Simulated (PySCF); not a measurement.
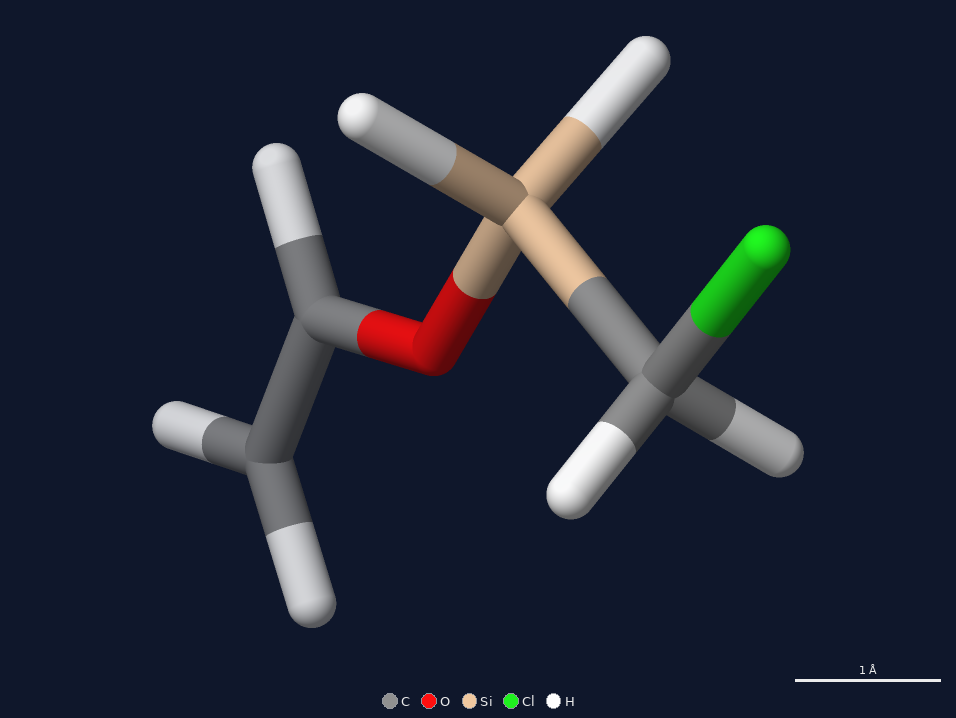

The geometry was computed by an optimisation with GFN2-xTB. No frequency run is at hand to confirm it as a minimum.

Description:

It has 13 atoms: 3 carbon, 7 hydrogen, 1 chlorine, 1 oxygen and 1 silicon (C3H7ClOSi). Its SMILES string is `C=CO[SiH2]CCl`. It has no ring. Among its groups: alkene, C–Cl bond, Si–H bond, Si–O bond. The point group is Cs. Coordination: 2 C trigonal planar; 1 O bent; 1 Si tetrahedral; 1 C tetrahedral.

The parts below concern this one geometry. Atoms keep their numbers from picture to picture.

### Geometry

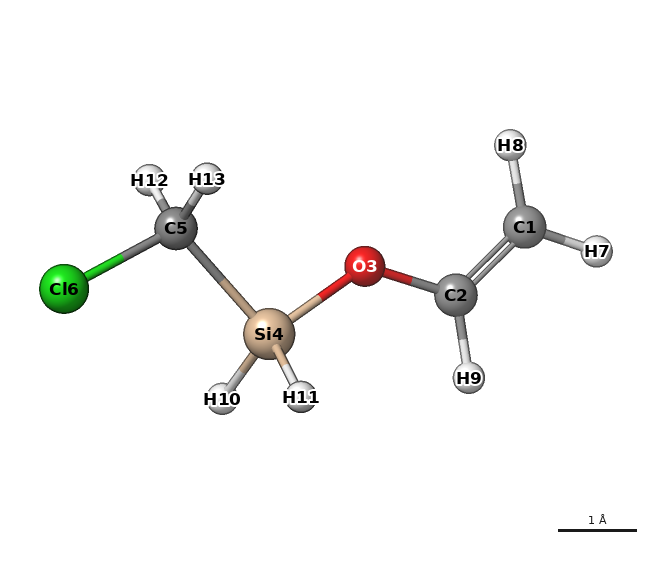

The atoms are numbered. No frequency run is at hand to confirm it as a minimum.

Give the bond lengths.

| bond | length (Å) | order |
| --- | --- | --- |
| C1–C2 | 1.321 | double |
| C1–H7 | 1.073 | single |
| C1–H8 | 1.075 | single |
| C2–O3 | 1.351 | single |
| C2–H9 | 1.083 | single |
| O3–Si4 | 1.623 | single |
| Si4–C5 | 1.901 | single |
| Si4–H10 | 1.463 | single |
| Si4–H11 | 1.463 | single |
| C5–Cl6 | 1.779 | single |
| C5–H12 | 1.087 | single |
| C5–H13 | 1.087 | single |

### Electronic properties

No frequency run is at hand to confirm it as a minimum. Level of theory: PBE0/def2-SVPD, gas phase (PySCF 2.14.0). Excitations: vertical, linear response.

> What is the mean static polarisability?

81.9 bohr³.

> What is the LUMO energy (Kohn–Sham orbital)?

0.00 eV.

> Give the lowest vertical singlet excitation at this level.

6.02 eV.

> Estimate the brightest of the 6 lowest singlets.

6.96 eV.

### Dipole moment

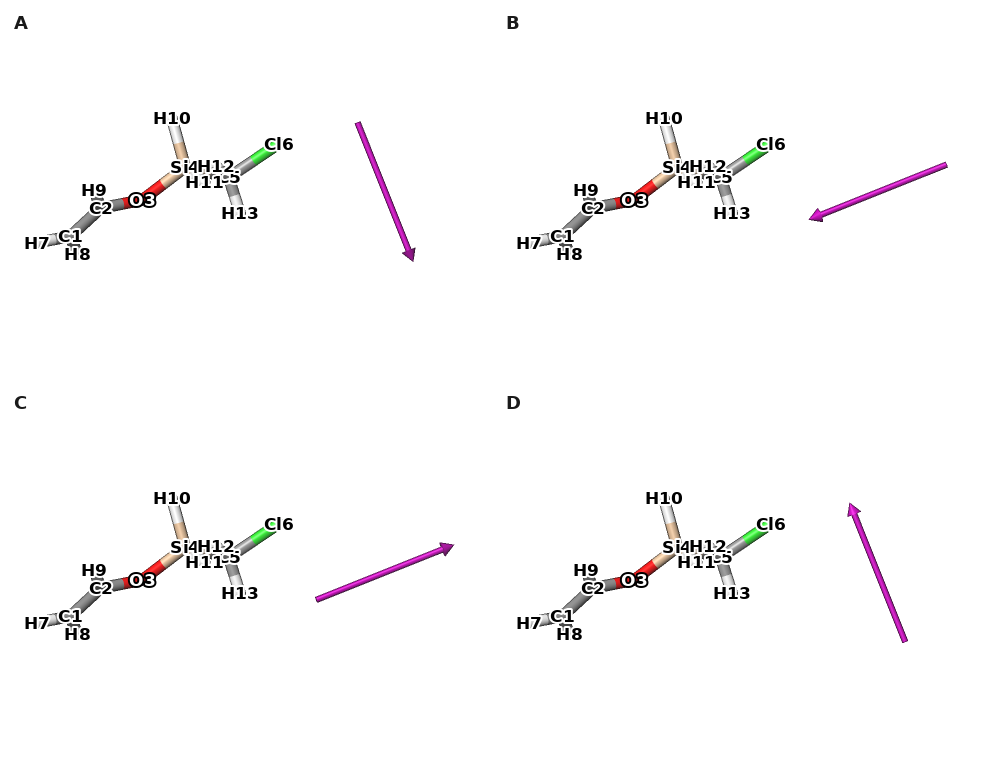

The same molecule four times, each with an arrow. No frequency run is at hand to confirm it as a minimum. Method: PBE0/def2-SVPD, gas phase (PySCF 2.14.0).

> Which arrow points along the dipole moment, from the negative to the positive end?

B. The dipole moment is 1.52 D; it points from the side of Cl6 to the side of H7 (the outermost atoms at the two ends).

### NMR shielding

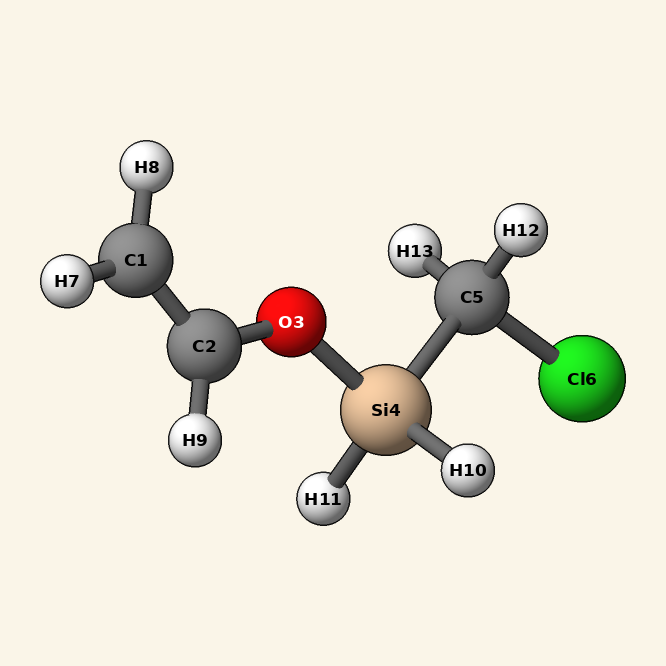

No frequency run is at hand to confirm it as a minimum. Level of theory: GIAO PBE0/pcSseg-1 NMR shielding, non-relativistic, gas phase (PySCF 2.14.0). Principal shieldings σ11 ≤ σ22 ≤ σ33, span Ω = σ33 − σ11, skew κ = 3(σiso − σ22)/Ω.

Give the shielding tensors of the Si atoms.

```
atom    σ11    σ22    σ33   σiso     Ω     κ
 Si4  345.5  358.4  429.1  377.7  83.6  0.69
```

Shieldings and span in ppm.

The geometry is semi-empirical. Around Si such bond lengths and angles can be off by a tenth of an ångström or more and by several degrees, and values that hang on the shape move with them.
